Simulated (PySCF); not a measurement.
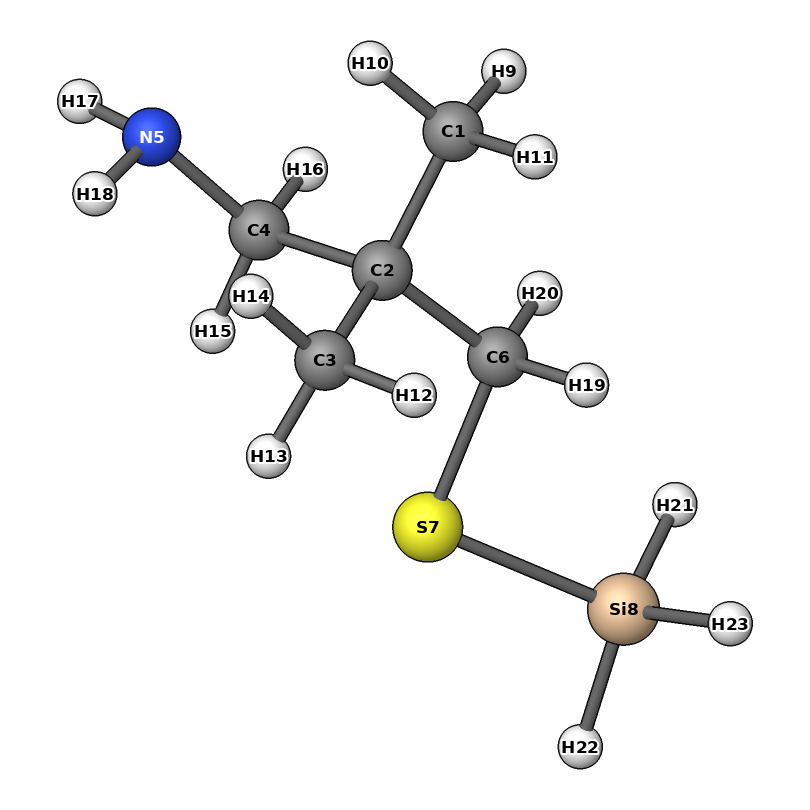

The questions are on isotropic NMR shieldings of the C atoms. The computed structure is the end point of a GFN2-xTB optimisation. No frequency run is at hand to confirm it as a minimum. Properties computed with GIAO PBE0/pcSseg-1 NMR shielding, non-relativistic, gas phase (PySCF 2.14.0).

Give the isotropic NMR shieldings of the C atoms atom by atom.

```csv
atom,σ (ppm)
C1,159.2
C2,148.8
C3,163.3
C4,131.9
C6,137.7
```

The geometry is semi-empirical. Around Si such bond lengths and angles can be off by a tenth of an ångström or more and by several degrees, and values that hang on the shape move with them.
